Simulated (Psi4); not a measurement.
# GeH2Cl− (SMILES [Cl][GeH2-]): SVWN5/DZVP (Cholesky decomposition)

Aim: the electrostatic solvation energy at fixed shape (C-PCM, methanol) of GeH2Cl− at SVWN5/DZVP (Cholesky decomposition), from 2 runs. 

Program for the calculation: Psi4 1.11.

4 further runs of the same task are left out: 1 that didn't finish, 3 set aside as unsound or not needed.

### 1 The molecule

GeH2Cl− has 4 atoms, charge -1, and is taken as a singlet. SMILES: `[Cl][GeH2-]`. Geometry: a GFN2-xTB (4 decimals) relaxation, a rough one for these elements and not checked as a minimum.

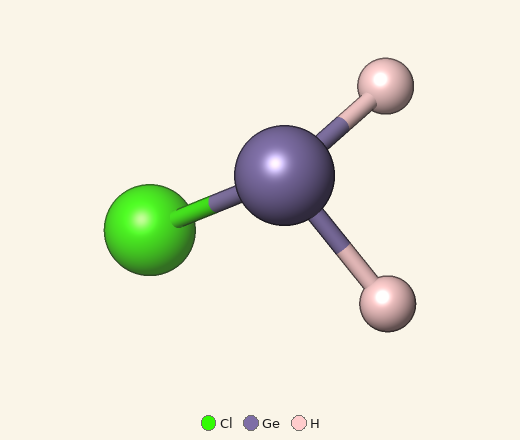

The structure, seen from a chosen angle (chlorine green, germanium purple, hydrogen pink).

### 2 The energy at SVWN5/DZVP (Cholesky decomposition)

Input file clgeh2.sdf:

```

     RDKit          3D

  4  3  0  0  0  0  0  0  0  0999 V2000
   -1.5660    0.3897    1.0144 Cl  0  0  0  0  0  0  0  0  0  0  0  0
    0.0363   -0.8066   -0.1638 Ge  0  0  0  0  0  3  0  0  0  0  0  0
    0.1519    0.3841   -1.4489 H   0  0  0  0  0  0  0  0  0  0  0  0
    1.3779    0.0328    0.5983 H   0  0  0  0  0  0  0  0  0  0  0  0
  2  1  1  0
  3  2  1  0
  4  2  1  0
M  CHG  1   2  -1
M  END
$$$$
```

Input file clgeh2.py:

```python
import psi4
from rdkit import Chem

psi4.set_memory('1600 MB')
psi4.set_num_threads(1)
psi4.core.set_output_file('output.dat', False)

rd = Chem.SDMolSupplier('clgeh2.sdf', removeHs=False, sanitize=False)[0]
xyz = rd.GetConformer().GetPositions()
atoms = '\n'.join(f'{a.GetSymbol()} {x:.4f} {y:.4f} {z:.4f}' for a, (x, y, z) in zip(rd.GetAtoms(), xyz))
m = psi4.geometry('-1 1\n' + atoms + '\nsymmetry c1\nno_reorient\nno_com')

psi4.set_options({
    'basis': 'DZVP',
    'reference': 'rks',
    'scf_type': 'cd',
})

E = psi4.energy('scf', dft_functional={"name": "SVWN5", "x_functionals": {"LDA_X": {}}, "c_functionals": {"LDA_C_VWN": {}}})
print(f'scf energy: {E:.10f} Eh')
```

Command:

```bash
$ python clgeh2.py
```

output.dat:

```text
[...]
  Running in c1 symmetry.
[...]
  Nuclear repulsion =  149.538356997338752
[...]
  Multiplicity = 1
[...]
  Nalpha       = 26
  Nbeta        = 26
[...]
    Number of basis functions: 49
[...]
   @RKS iter   1: -2532.44167224082867   -2.82636e+00   2.14021e-02 DIIS/ADIIS
[...]
   @RKS iter  10: -2533.35697376631970   -1.77624e-09   2.55909e-07 DIIS
[...]
    Orbital Energies [Eh]
    ---------------------
    Doubly Occupied:
       1A   -396.167978     2A   -100.098648     3A    -48.941674
       4A    -43.630251     5A    -43.629011     6A    -43.628340
       7A     -8.910717     8A     -6.771146     9A     -6.765230
      10A     -6.764884    11A     -5.781738    12A     -4.019238
      13A     -4.014571    14A     -4.012071    15A     -0.919496
      16A     -0.917669    17A     -0.915723    18A     -0.912683
      19A     -0.911597    20A     -0.508946    21A     -0.252962
      22A     -0.106407    23A     -0.088039    24A     -0.075620
      25A     -0.037145    26A      0.002216
[...]
  @RKS Final Energy: -2533.35697376631970
   => Energetics <=
    Nuclear Repulsion Energy =            149.5383569973387523
    One-Electron Energy =               -3838.3884271538113353
    Two-Electron Energy =                1258.7499780916500640
    DFT Exchange-Correlation Energy =    -103.2568817014971785
    Empirical Dispersion Energy =           0.0000000000000000
    VV10 Nonlocal Energy =                  0.0000000000000000
    Total Energy =                      -2533.3569737663196975
[...]
 Multipole Moments:
 ------------------------------------------------------------------------------------
     Multipole            Electronic (a.u.)      Nuclear  (a.u.)        Total (a.u.)
 ------------------------------------------------------------------------------------
 L = 1.  Multiply by 2.5417464519 to convert [e a0] to [Debye]
 Dipole X            :         46.1798514          -45.2222800            0.9575713
 Dipole Y            :         35.7895197          -35.4690255            0.3204942
 Dipole Z            :        -21.5982310           21.0753596           -0.5228714
 Magnitude           :                                                    1.1371253
[...]
```

The script printed:

```text
scf energy: -2533.3569737663 Eh
```

Wall time 4.5 s (1 thread of Intel Xeon Platinum 8259CL at 2.50GHz (Skylake/Cascade Lake), shared host); peak memory 0.27 GiB.

### 3 A single-point energy at SVWN5/DZVP (Cholesky decomposition, C-PCM methanol)

Input file input.in:

```
memory 1600 mb

molecule system {
  -1 1
  Cl    -1.566020     0.389730     1.014420
  Ge     0.036260    -0.806600    -0.163840
  H      0.151880     0.384060    -1.448900
  H      1.377880     0.032810     0.598330
  symmetry c1
  no_reorient
  no_com
}

set globals {
  basis     DZVP
  reference rks
  scf_type  cd
  pcm       true
}

pcm = {
  Units = Angstrom
  Medium {
    SolverType = CPCM
    Solvent = Methanol
  }
  Cavity {
    Type = GePol
    RadiiSet = UFF
    Scaling = False
    Area = 0.5
    Mode = Implicit
  }
}

energy_value, wavefunction = energy("scf", dft_functional={"name": "SVWN5", "x_functionals": {"LDA_X": {}}, "c_functionals": {"LDA_C_VWN": {}}}, return_wfn=True)
```

Command:

```bash
$ psi4 -i input.in -o input.out -n 1
```

input.out:

```text
[...]
  Running in c1 symmetry.
[...]
  Nuclear repulsion =  149.536647438768881
[...]
  Multiplicity = 1
[...]
  Nalpha       = 26
  Nbeta        = 26
[...]
    Number of basis functions: 49
[...]
   @RKS iter   1: -2532.58145121486177   -2.96596e+00   2.07178e-02 ADIIS/DIIS
[...]
   @RKS iter   9: -2533.44455719530333   -3.01861e-09   2.68393e-07 DIIS
[...]
    Orbital Energies [Eh]
    ---------------------
    Doubly Occupied:
       1A   -396.340030     2A   -100.277687     3A    -49.114280
       4A    -43.802875     5A    -43.801520     6A    -43.800805
       7A     -9.090564     8A     -6.950633     9A     -6.945098
      10A     -6.944803    11A     -5.954871    12A     -4.192647
      13A     -4.187620    14A     -4.185050    15A     -1.093003
      16A     -1.091097    17A     -1.089137    18A     -1.085840
      19A     -1.084786    20A     -0.690875    21A     -0.430388
      22A     -0.284902    23A     -0.269207    24A     -0.258198
      25A     -0.214840    26A     -0.174132
[...]
  @RKS Final Energy: -2533.44455719530333
   => Energetics <=
    Nuclear Repulsion Energy =            149.5366474387688811
    One-Electron Energy =               -3838.8385314530364667
    Two-Electron Energy =                1259.2202610773927063
    DFT Exchange-Correlation Energy =    -103.2745891218462759
    Empirical Dispersion Energy =           0.0000000000000000
    VV10 Nonlocal Energy =                  0.0000000000000000
    PCM Polarization Energy =              -0.0883451365822810
    Total Energy =                      -2533.4445571953033323
[...]
 Multipole Moments:
 ------------------------------------------------------------------------------------
     Multipole            Electronic (a.u.)      Nuclear  (a.u.)        Total (a.u.)
 ------------------------------------------------------------------------------------
 L = 1.  Multiply by 2.5417464519 to convert [e a0] to [Debye]
 Dipole X            :         46.2568848          -45.2254170            1.0314679
 Dipole Y            :         35.6620967          -35.4681185            0.1939783
 Dipole Z            :        -21.6650368           21.0736399           -0.5913969
 Magnitude           :                                                    1.2047007
[...]
```

Run time: 5.7 s. Hardware: 1 thread of Intel Xeon Platinum 8259CL at 2.50GHz (Skylake/Cascade Lake), shared host; peak memory 0.25 GiB.

### 4 Results

At SVWN5/DZVP (Cholesky decomposition):

| quantity | value |
| --- | --- |
| gas phase: total energy | -2533.35697 Eh |
| gas phase: HOMO energy | 0.06 eV |
| gas phase: LUMO energy | 3.69 eV |
| gas phase: HOMO–LUMO gap (to an unbound level, set by the basis) | 3.63 eV |
| C-PCM, methanol: total energy | -2533.44456 Eh |
| C-PCM, methanol: HOMO energy | -4.74 eV |
| C-PCM, methanol: LUMO energy | -0.86 eV |
| C-PCM, methanol: HOMO–LUMO gap | 3.88 eV |
| C-PCM, methanol: solvent term in the energy | -232.0 kJ/mol |
| energy change from gas to solvent at fixed shape | -2.383 eV |

The solvent model (C-PCM, methanol) lowers the energy by 2.38 eV (−55 kcal/mol) at the same shape. It holds the electrostatic part alone, without cavity or dispersion terms. The HOMO (gas phase) lies at positive energy, 0.06 eV, as semi-local functionals often give for anions; only total energies tell whether the electron is bound.
